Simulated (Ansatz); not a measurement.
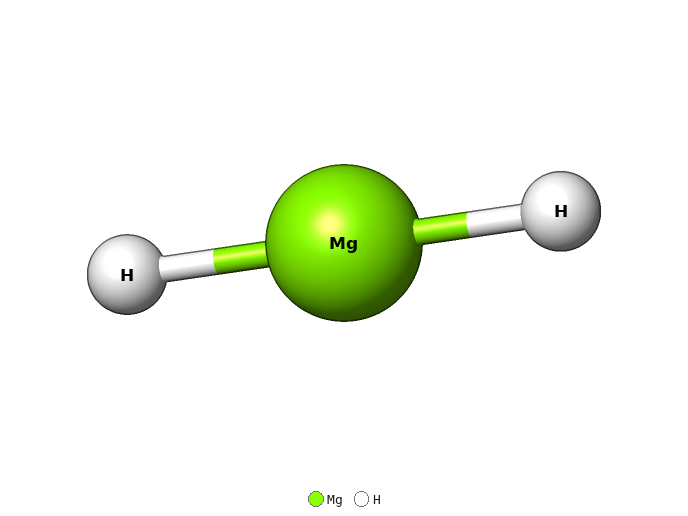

Every bond is drawn as one stick, whatever its order.

The geometry was computed by an optimisation with PBE0-D4/def2-TZVP.

> What is the molecular formula?

MgH₂, 3 atoms: 1 magnesium and 2 hydrogen.

> How many bonds of each kind are drawn?

2 Mg–H.

> What is its SMILES?

[MgH2]

> Give the symmetry (Schoenflies symbol).

D∞h.

More results for the same structure follow; atom numbers are the same in all pictures, views and colours differ.

## Vibrations

Harmonic vibrations computed with RKS PBE0-D4/def2-TZVP (Ansatz 0.2.0) at a stationary point of the same level.

> List the wavenumbers.

4 modes: 453, 453, 1607, 1637 cm⁻¹.

## Electronic properties

Properties computed with RKS revPBE-D4/def2-TZVPP (Ansatz 0.2.0).

> Estimate the LUMO energy (Kohn–Sham orbital).

−1.09 eV.

> Give the HOMO energy (Kohn–Sham orbital) at this level.

−6.01 eV.

## Charges

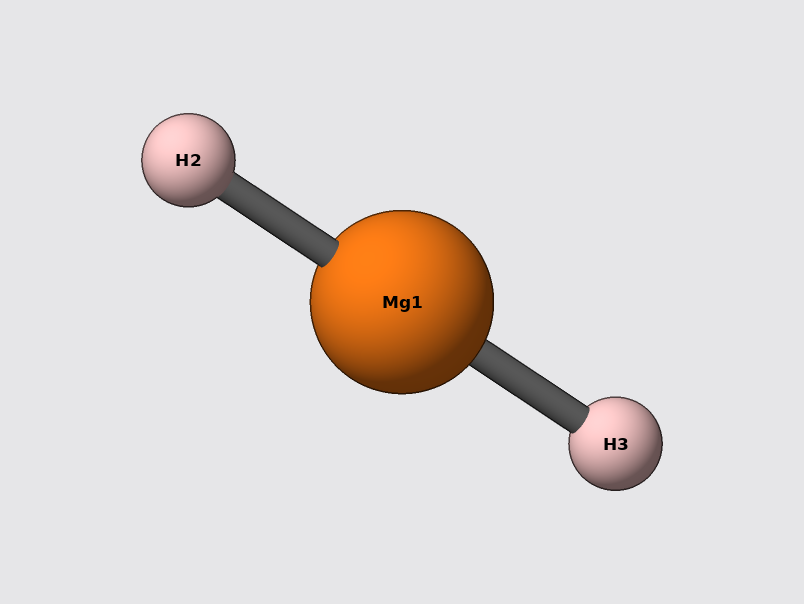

The questions are on Mulliken charges. Level of theory: RKS PBE0-D4/def2-TZVP (Ansatz 0.2.0).

Give the Mulliken charges atom by atom.

| atom | value (e) |
| --- | --- |
| Mg1 | 0.26 |
| H2 | −0.13 |
| H3 | −0.13 |

Mulliken values depend strongly on the basis set and can even reverse the polarity of a bond.
